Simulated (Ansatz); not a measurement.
**C₂HF₂Ga: single points with varied inputs**

Aim: run C₂HF₂Ga under a spread of inputs, and see what each costs and gives.

The runs use Ansatz 0.2.0, Gaussian basis; the settings change from run to run.

### 1 The geometry

The structure was relaxed beforehand with PBE0-D4 in a triple-zeta def2 set.

6 atoms, charge 0, spin multiplicity 1.

Atoms are counted from 1 here; the program's logs count them from 0.

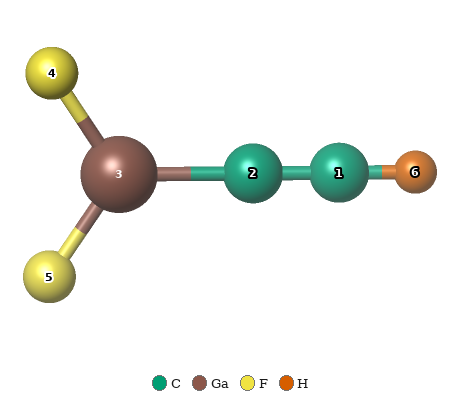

The geometry (carbon teal, gallium brown, fluorine yellow, hydrogen orange); atoms are numbered from 1 in the order of the file.

### 2 r2SCAN50/x2c-TZVPPall

This run has density fitting with cc-pVTZ-jkfit, D4 dispersion, high accuracy, the search for lower states set to full.

The input, in.yaml:

```yaml
crystal:
  periodic: [false, false, false]
  atoms:
    - {symbol: C, position_ang: [-0.242590, 0.981557, 1.587224]}
    - {symbol: C, position_ang: [-0.087003, 0.352869, 0.570941]}
    - {symbol: Ga, position_ang: [0.154510, -0.624864, -1.010181]}
    - {symbol: F, position_ang: [0.241647, -2.356026, -1.061339]}
    - {symbol: F, position_ang: [0.313791, 0.108283, -2.573609]}
    - {symbol: H, position_ang: [-0.380345, 1.538191, 2.486963]}
basis:
  gaussian: {orbitals: x2c-TZVPPall, fitting: {mean_field: cc-pVTZ-jkfit}}
hamiltonian: {xc: {name: r2SCAN50}, dispersion: d4}
accuracy: high
scf: {lower_state_search: full}
```

On the command line:

```
$ ansatz run in.yaml --threads 2 --pin off --events-out ev --progress --plain --max-ram 32768MiB --backend cpu
```

The log of the run:

```text
Functional definition: r2SCAN50
  name "r2SCAN50"
  cite "Bursch, Neugebauer, Ehlert & Grimme, J. Chem. Phys. 156, 134105 (2022) doi:10.1063/5.0086040"
  cite "Furness, Kaplan, Ning, Perdew & Sun, J. Phys. Chem. Lett. 11, 8208 (2020) doi:10.1021/acs.jpclett.0c02405"
  cite "Furness, Kaplan, Ning, Perdew & Sun, J. Phys. Chem. Lett. 11, 9248 (2020) doi:10.1021/acs.jpclett.0c03077"
  parent r2scan
  parameter a = 0.5
  parameter k0 = 0.174
  parameter k1 = 0.065
  parameter a1 = 4.9479
  exchange = (1 - a)*r2scan_x(k0 = k0, k1 = k1, a1 = a1) + a*exact_x
  correlation = r2scan_c
553 factors; integrals over basis functions are off by at most 8.4e-1 eV
mean field evaluation 1: about -60414.6406 eV, gradient 5.9e1 eV
mean field evaluation 2: about -60414.6449 eV, gradient 5.9e1 eV
mean field evaluation 4: about -60420.3729 eV, gradient 7.4e0 eV
mean field evaluation 8: about -60420.4634 eV, gradient 9.5e-2 eV
mean field evaluation 16: about -60420.4634 eV, gradient 2.4e-5 eV
mean field -60420.46341453 eV, -2220.4110760228 hartree, gradient 2.7e-8 eV, S^2 0.000000; 0 other end points of the search recorded, 0 dependent functions left out
reference -60420.46341504 eV, -2220.4110760417 hartree; 31, 31 occupied and 155, 155 virtual orbitals, 553 factors
Total energy: -60420.49929467 eV, -2220.4123945938 hartree
Relativity: scalar
```

It took 12 s on 2 threads, shared host.

### 3 wB97M-V/aug-cc-pVDZ

This run has density fitting with cc-pVTZ-jkfit.

Changes to in.yaml since step 2:

```diff
@@ -10,5 +10,4 @@
 basis:
-  gaussian: {orbitals: x2c-TZVPPall, fitting: {mean_field: cc-pVTZ-jkfit}}
-hamiltonian: {xc: {name: r2SCAN50}, dispersion: d4}
-accuracy: high
-scf: {lower_state_search: full}
+  gaussian: {orbitals: aug-cc-pVDZ, fitting: {mean_field: cc-pVTZ-jkfit}}
+hamiltonian: {xc: {name: wB97M-V}}
+output: {forces: true}
```

Launched as before.

The log of the run (excerpt; [...] marks lines left out):

```text
Functional definition: wB97M-V
  name "wB97M-V"
  cite "Mardirossian & Head-Gordon, J. Chem. Phys. 144, 214110 (2016) doi:10.1063/1.4952647"
  cite "Becke, J. Chem. Phys. 107, 8554 (1997) doi:10.1063/1.475007"
  cite "Vydrov & Van Voorhis, J. Chem. Phys. 133, 244103 (2010) doi:10.1063/1.3521275"
  # Of w^i u^j: cxij and so on, Table III.
[...]
  gx(w, u) = 1 - cx + cx01*u + cx10*w
  gss(w, u) = css00 + css04*u^4 + css10*w + css20*w^2 + css43*w^4*u^3
  gos(w, u) = cos00 + cos10*w + (cos20 + cos21*u)*w^2 + (cos60 + cos61*u)*w^6
[...]
      + integral(e_c_pw_mod_opposite_spin*gos(b97_w_opposite, b97_u_opposite)) + vv10(b, c)
553 factors; integrals over basis functions are off by at most 3.6e-1 eV
553 factors; integrals over basis functions are off by at most 2.0e-2 eV
[...]
mean field -59897.85999781 eV, -2201.2057546920 hartree, gradient 5.9e-5 eV, S^2 0.000000; 0 other end points of the search recorded, 0 dependent functions left out
[...]
reference -59897.86007025 eV, -2201.2057573538 hartree; 31, 31 occupied and 106, 106 virtual orbitals, 553 factors
Total energy: -59897.86007025 eV, -2201.2057573538 hartree
Atom 0 at    -0.242590     0.981557     1.587224 Å, force    -0.109174     0.441356     0.713382 eV/Å
Atom 1 at    -0.087003     0.352869     0.570941 Å, force     0.118941    -0.481364    -0.777728 eV/Å
Atom 2 at     0.154510    -0.624864    -1.010181 Å, force    -0.049448     0.200287     0.323153 eV/Å
Atom 3 at     0.241647    -2.356026    -1.061339 Å, force     0.022793    -0.467475    -0.007209 eV/Å
Atom 4 at     0.313791     0.108283    -2.573609 Å, force     0.042467     0.203572    -0.419241 eV/Å
Atom 5 at    -0.380345     1.538191     2.486963 Å, force    -0.025580     0.103624     0.167644 eV/Å
Dipole moment:    -0.089006     0.360186     0.582676 e Å
```

Wall time 10 s (2 threads, shared host); peak memory 0.41 GiB.

Largest force 0.922 eV/Å, dipole 3.32 D.

### 4 SVWN5/def2-TZVP

Options: density fitting with cc-pVTZ-jkfit, the search for lower states set to full.

Changes to in.yaml since step 3:

```diff
@@ -10,4 +10,5 @@
 basis:
-  gaussian: {orbitals: aug-cc-pVDZ, fitting: {mean_field: cc-pVTZ-jkfit}}
-hamiltonian: {xc: {name: wB97M-V}}
+  gaussian: {orbitals: def2-TZVP, fitting: {mean_field: cc-pVTZ-jkfit}}
+hamiltonian: {xc: {name: SVWN5}}
+scf: {lower_state_search: full}
 output: {forces: true}
```

The command is unchanged.

The log of the run (excerpt; [...] marks lines left out):

```text
Functional definition: SVWN5
  name "SVWN5"
  cite "Dirac, Proc. Camb. Phil. Soc. 26, 376 (1930) doi:10.1017/S0305004100016108"
  cite "Slater, Phys. Rev. 81, 385 (1951) doi:10.1103/PhysRev.81.385"
  cite "Vosko, Wilk & Nusair, Can. J. Phys. 58, 1200 (1980) doi:10.1139/p80-159"
[...]
553 factors; integrals over basis functions are off by at most 8.4e-1 eV
[...]
mean field -59770.13349797 eV, -2196.5118923987 hartree, gradient 4.5e-5 eV, S^2 0.000000; 0 other end points of the search recorded, 0 dependent functions left out
[...]
reference -59770.13353469 eV, -2196.5118937483 hartree; 31, 31 occupied and 147, 147 virtual orbitals, 553 factors
Total energy: -59770.13353469 eV, -2196.5118937483 hartree
Atom 0 at    -0.242590     0.981557     1.587224 Å, force    -0.011427     0.046287     0.074764 eV/Å
Atom 1 at    -0.087003     0.352869     0.570941 Å, force     0.120971    -0.490010    -0.791961 eV/Å
Atom 2 at     0.154510    -0.624864    -1.010181 Å, force    -0.027405     0.110847     0.178485 eV/Å
Atom 3 at     0.241647    -2.356026    -1.061339 Å, force    -0.010032     0.252969    -0.013777 eV/Å
Atom 4 at     0.313791     0.108283    -2.573609 Å, force    -0.021109    -0.126437     0.218808 eV/Å
Atom 5 at    -0.380345     1.538191     2.486963 Å, force    -0.050997     0.206345     0.333681 eV/Å
Dipole moment:    -0.085202     0.344759     0.557695 e Å
```

Run time: 1.6 s. Hardware: 2 threads, shared host.

Largest force 0.939 eV/Å, dipole 3.18 D.

### 5 SVWN5/aug-pcseg-2

This run has charge +1, multiplicity 2, density fitting with def2-universal-jkfit.

Changes to in.yaml since step 4:

```diff
@@ -10,5 +10,5 @@
 basis:
-  gaussian: {orbitals: def2-TZVP, fitting: {mean_field: cc-pVTZ-jkfit}}
+  gaussian: {orbitals: aug-pcseg-2, fitting: {mean_field: def2-universal-jkfit}}
+total_charge: 1
+magnetization: {spin_polarized: true, initial_magnetization: 1}
 hamiltonian: {xc: {name: SVWN5}}
-scf: {lower_state_search: full}
-output: {forces: true}
```

The command is unchanged.

The log of the run (excerpt; [...] marks lines left out):

```text
Functional definition: SVWN5
  name "SVWN5"
  cite "Dirac, Proc. Camb. Phil. Soc. 26, 376 (1930) doi:10.1017/S0305004100016108"
  cite "Slater, Phys. Rev. 81, 385 (1951) doi:10.1103/PhysRev.81.385"
  cite "Vosko, Wilk & Nusair, Can. J. Phys. 58, 1200 (1980) doi:10.1139/p80-159"
[...]
588 factors; integrals over basis functions are off by at most 9.1e-1 eV
[...]
mean field -59759.88933020 eV, -2196.1354261770 hartree, gradient 1.2e-6 eV, S^2 0.751283; 10 other end points of the search recorded, 0 dependent functions left out
reference -59759.88938566 eV, -2196.1354282151 hartree; 31, 30 occupied and 235, 236 virtual orbitals, 588 factors
Total energy: -59759.88938566 eV, -2196.1354282151 hartree
```

It took 77 s on 2 threads, shared host; peak memory 0.71 GiB.

⟨S²⟩ 0.751.

### 6 B97/x2c-TZVPPall

Set apart from the defaults: high accuracy, the search for lower states set to full.

Changes to in.yaml since step 5:

```diff
@@ -10,5 +10,6 @@
 basis:
-  gaussian: {orbitals: aug-pcseg-2, fitting: {mean_field: def2-universal-jkfit}}
-total_charge: 1
-magnetization: {spin_polarized: true, initial_magnetization: 1}
-hamiltonian: {xc: {name: SVWN5}}
+  gaussian: {orbitals: x2c-TZVPPall}
+hamiltonian: {xc: {name: B97}}
+accuracy: high
+scf: {lower_state_search: full}
+output: {forces: true}
```

The command is unchanged.

The log of the run (excerpt; [...] marks lines left out):

```text
Functional definition: B97
  name "B97"
  cite "Becke, J. Chem. Phys. 107, 8554 (1997) doi:10.1063/1.475007"
[...]
      + integral(e_c_pw_opposite_spin*poly(b97_u_opposite, cos0, cos1, cos2))
2886 factors; integrals over basis functions are off by at most 2.6e-8 eV
[...]
mean field -60423.36385910 eV, -2220.5176653949 hartree, gradient 6.6e-8 eV, S^2 0.000000; 0 other end points of the search recorded, 0 dependent functions left out
[...]
reference -60423.36386139 eV, -2220.5176654790 hartree; 31, 31 occupied and 155, 155 virtual orbitals, 2886 factors
Total energy: -60423.36386139 eV, -2220.5176654790 hartree
Relativity: scalar
Atom 0 at    -0.242590     0.981557     1.587224 Å, force    -0.047344     0.191374     0.309256 eV/Å
Atom 1 at    -0.087003     0.352869     0.570941 Å, force     0.043081    -0.174844    -0.282279 eV/Å
Atom 2 at     0.154510    -0.624864    -1.010181 Å, force    -0.032909     0.133220     0.214729 eV/Å
Atom 3 at     0.241647    -2.356026    -1.061339 Å, force     0.012033    -0.220120    -0.013580 eV/Å
Atom 4 at     0.313791     0.108283    -2.573609 Å, force     0.021048     0.086583    -0.202083 eV/Å
Atom 5 at    -0.380345     1.538191     2.486963 Å, force     0.004090    -0.016213    -0.026043 eV/Å
Dipole moment:    -0.085837     0.347347     0.561902 e Å
```

Wall time 35 s (2 threads, shared host); peak memory 1 GiB.

Largest force 0.367 eV/Å, dipole 3.20 D.

### 7 wPBEh/cc-pVTZ-DK

Changes to in.yaml since step 6:

```diff
@@ -10,6 +10,3 @@
 basis:
-  gaussian: {orbitals: x2c-TZVPPall}
-hamiltonian: {xc: {name: B97}}
-accuracy: high
-scf: {lower_state_search: full}
-output: {forces: true}
+  gaussian: {orbitals: cc-pVTZ-DK}
+hamiltonian: {xc: {name: wPBEh}}
```

Same command.

The log of the run (excerpt; [...] marks lines left out):

```text
Functional definition: wPBEh
  name "wPBEh"
  cite "Heyd, Scuseria & Ernzerhof, J. Chem. Phys. 118, 8207 (2003) doi:10.1063/1.1564060"
  cite "Krukau, Vydrov, Izmaylov & Scuseria, J. Chem. Phys. 125, 224106 (2006) doi:10.1063/1.2404663"
  cite "Heyd & Scuseria, J. Chem. Phys. 120, 7274 (2004) doi:10.1063/1.1668634"
  cite "Ernzerhof & Perdew, J. Chem. Phys. 109, 3313 (1998) doi:10.1063/1.476928"
  cite "Perdew, Burke & Ernzerhof, Phys. Rev. Lett. 77, 3865 (1996) doi:10.1103/PhysRevLett.77.3865"
  parent pbe
[...]
1114 factors; their error is unknown
77 factors; integrals over basis functions are off by at most 1.0e-6 eV
[...]
mean field -60414.61036446 eV, -2220.1959804001 hartree, gradient 8.7e-5 eV, S^2 0.000000; 0 other end points of the search recorded, 0 dependent functions left out
reference -60414.61040964 eV, -2220.1959820607 hartree; 31, 31 occupied and 146, 146 virtual orbitals, 1114 factors
Total energy: -60414.61040964 eV, -2220.1959820607 hartree
Relativity: scalar
```

It took 5.5 s on 2 threads, shared host; peak memory 0.44 GiB.

### 8 revPBE/x2c-TZVPPall

This run has multiplicity 3, atoms shaken by 0.15 Å, D3(BJ) with three-body dispersion.

The input, in.yaml:

```yaml
crystal:
  periodic: [false, false, false]
  atoms:
    - {symbol: C, position_ang: [-0.234048, 0.800208, 1.532169]}
    - {symbol: C, position_ang: [-0.032971, 0.224731, 0.711519]}
    - {symbol: Ga, position_ang: [-0.141708, -0.770311, -0.943178]}
    - {symbol: F, position_ang: [0.207092, -2.387256, -0.954003]}
    - {symbol: F, position_ang: [0.267642, 0.196087, -2.686345]}
    - {symbol: H, position_ang: [-0.449944, 1.613107, 2.479456]}
basis:
  gaussian: {orbitals: x2c-TZVPPall}
magnetization: {spin_polarized: true, initial_magnetization: 2}
hamiltonian: {xc: {name: revPBE}, dispersion: d3bjatm}
```

Launched as before.

The log of the run (excerpt; [...] marks lines left out):

```text
Functional definition: revPBE
  name "revPBE"
  cite "Zhang & Yang, Phys. Rev. Lett. 80, 890 (1998) doi:10.1103/PhysRevLett.80.890"
  cite "Perdew, Burke & Ernzerhof, Phys. Rev. Lett. 77, 3865 (1996) doi:10.1103/PhysRevLett.77.3865"
[...]
1093 factors; their error is unknown
[...]
mean field -60414.27241034 eV, -2220.1835608155 hartree, gradient 7.4e-6 eV, S^2 2.005020; 10 other end points of the search recorded, 0 dependent functions left out
reference -60414.27245962 eV, -2220.1835626262 hartree; 32, 30 occupied and 154, 156 virtual orbitals, 1093 factors
Total energy: -60414.48845358 eV, -2220.1915002578 hartree
Relativity: scalar
```

Wall time 32 s (2 threads, shared host); peak memory 0.5 GiB.

⟨S²⟩ 2.005.

### 9 r2SCAN0/cc-pVDZ

Options: D4 dispersion, relativity set to none.

The input, in.yaml:

```yaml
crystal:
  periodic: [false, false, false]
  atoms:
    - {symbol: C, position_ang: [-0.242590, 0.981557, 1.587224]}
    - {symbol: C, position_ang: [-0.087003, 0.352869, 0.570941]}
    - {symbol: Ga, position_ang: [0.154510, -0.624864, -1.010181]}
    - {symbol: F, position_ang: [0.241647, -2.356026, -1.061339]}
    - {symbol: F, position_ang: [0.313791, 0.108283, -2.573609]}
    - {symbol: H, position_ang: [-0.380345, 1.538191, 2.486963]}
basis:
  gaussian: {orbitals: cc-pVDZ}
hamiltonian: {xc: {name: r2SCAN0}, dispersion: d4, pseudopotentials: {relativity: none}}
output: {forces: true}
```

The command is unchanged.

The log of the run (excerpt; [...] marks lines left out):

```text
Functional definition: r2SCAN0
  name "r2SCAN0"
  cite "Bursch, Neugebauer, Ehlert & Grimme, J. Chem. Phys. 156, 134105 (2022) doi:10.1063/5.0086040"
  cite "Furness, Kaplan, Ning, Perdew & Sun, J. Phys. Chem. Lett. 11, 8208 (2020) doi:10.1021/acs.jpclett.0c02405"
  cite "Furness, Kaplan, Ning, Perdew & Sun, J. Phys. Chem. Lett. 11, 9248 (2020) doi:10.1021/acs.jpclett.0c03077"
  parent r2scan
[...]
894 factors; integrals over basis functions are off by at most 9.8e-4 eV
[...]
mean field -59896.18311621 eV, -2201.1441304296 hartree, gradient 5.7e-6 eV, S^2 0.000000; 0 other end points of the search recorded, 0 dependent functions left out
[...]
reference -59896.18312667 eV, -2201.1441308139 hartree; 31, 31 occupied and 57, 57 virtual orbitals, 894 factors
Total energy: -59896.21485857 eV, -2201.1452969397 hartree
Atom 0 at    -0.242590     0.981557     1.587224 Å, force    -0.095486     0.385992     0.623815 eV/Å
Atom 1 at    -0.087003     0.352869     0.570941 Å, force     0.128780    -0.521385    -0.842406 eV/Å
Atom 2 at     0.154510    -0.624864    -1.010181 Å, force    -0.035478     0.143740     0.231483 eV/Å
Atom 3 at     0.241647    -2.356026    -1.061339 Å, force     0.007929    -0.202225     0.012863 eV/Å
Atom 4 at     0.313791     0.108283    -2.573609 Å, force     0.016871     0.102167    -0.174178 eV/Å
Atom 5 at    -0.380345     1.538191     2.486963 Å, force    -0.022616     0.091710     0.148423 eV/Å
Dipole moment:    -0.088567     0.358401     0.579792 e Å
```

Run time: 4.3 s. Hardware: 2 threads, shared host.

Largest force 0.999 eV/Å, dipole 3.30 D.

### 10 wB97/6-31G*

Changes to in.yaml since step 9:

```diff
@@ -10,4 +10,4 @@
 basis:
-  gaussian: {orbitals: cc-pVDZ}
-hamiltonian: {xc: {name: r2SCAN0}, dispersion: d4, pseudopotentials: {relativity: none}}
+  gaussian: {orbitals: "6-31G*"}
+hamiltonian: {xc: {name: wB97}}
 output: {forces: true}
```

Launched as before.

The log of the run (excerpt; [...] marks lines left out):

```text
Functional definition: wB97
  name "wB97"
  cite "Chai & Head-Gordon, J. Chem. Phys. 128, 084106 (2008) doi:10.1063/1.2834918"
  cite "Becke, J. Chem. Phys. 107, 8554 (1997) doi:10.1063/1.475007"
[...]
  # The coefficients of nought are those of the uniform gas.
[...]
      + integral(e_c_pw_opposite_spin*poly(b97_u_opposite, 1, cos1, cos2, cos3, cos4))
1010 factors; their error is unknown
302 factors; integrals over basis functions are off by at most 7.9e-6 eV
[...]
mean field -59897.57210180 eV, -2201.1951747087 hartree, gradient 3.5e-5 eV, S^2 0.000000; 0 other end points of the search recorded, 0 dependent functions left out
[...]
reference -59897.57208798 eV, -2201.1951742005 hartree; 31, 31 occupied and 66, 66 virtual orbitals, 1010 factors
Total energy: -59897.57208798 eV, -2201.1951742005 hartree
Atom 0 at    -0.242590     0.981557     1.587224 Å, force    -0.041287     0.167262     0.270344 eV/Å
Atom 1 at    -0.087003     0.352869     0.570941 Å, force     0.080181    -0.325445    -0.525767 eV/Å
Atom 2 at     0.154510    -0.624864    -1.010181 Å, force     0.004166    -0.016598    -0.027820 eV/Å
Atom 3 at     0.241647    -2.356026    -1.061339 Å, force    -0.004700     0.067113     0.013269 eV/Å
Atom 4 at     0.313791     0.108283    -2.573609 Å, force    -0.007172    -0.018665     0.065594 eV/Å
Atom 5 at    -0.380345     1.538191     2.486963 Å, force    -0.031190     0.126333     0.204381 eV/Å
Dipole moment:    -0.082126     0.332310     0.537577 e Å
```

Wall time 5 s (2 threads, shared host).

Largest force 0.624 eV/Å, dipole 3.06 D.

### 11 All runs side by side

```
                level  charge  multiplicity  geometry  functions  energy (eV)   time
r2SCAN50/x2c-TZVPPall       0             1   relaxed        186   -60420.499   12 s
  wB97M-V/aug-cc-pVDZ       0             1   relaxed        137   -59897.860   10 s
      SVWN5/def2-TZVP       0             1   relaxed        178   -59770.134  1.6 s
    SVWN5/aug-pcseg-2       1             2   relaxed        266   -59759.889   77 s
     B97/x2c-TZVPPall       0             1   relaxed        186   -60423.364   35 s
     wPBEh/cc-pVTZ-DK       0             1   relaxed        177   -60414.610  5.5 s
  revPBE/x2c-TZVPPall       0             3    shaken        186   -60414.488   32 s
      r2SCAN0/cc-pVDZ       0             1   relaxed         88   -59896.215  4.3 s
          wB97/6-31G*       0             1   relaxed         97   -59897.572    5 s
```

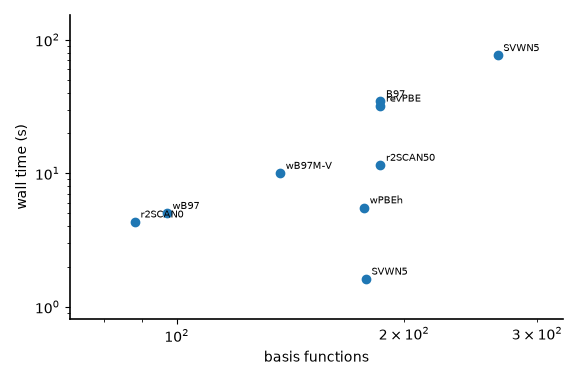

Wall time against the number of basis functions (shared host).

### 12 Outcome

```
                                         quantity                    value
                                             runs                        9
                                         quickest   SVWN5/def2-TZVP, 1.6 s
                                          slowest  SVWN5/aug-pcseg-2, 77 s
spread of total energies, same state and geometry                 653.2 eV
                  dipole, same state and geometry           3.06 to 3.32 D
```

**Reading.** SVWN5/aug-pcseg-2 took 47 times as long as SVWN5/def2-TZVP. The jobs differ in tasks and options as well as level. Total energies at one charge and spin differ by 653 eV between levels, so only differences within one level mean anything. Some of these runs are scalar-relativistic and others not, which shifts the totals of all-electron atoms past neon by eV; core potentials, where a basis has them, take the core out of the total altogether. At the PBE0-D4/def2-TZVP geometry and in the same state, runs without warnings or point charges leave forces up to 1.00 eV/Å (r2SCAN0/cc-pVDZ). At that geometry and state the dipole changes by 8 % between the lowest and highest value.
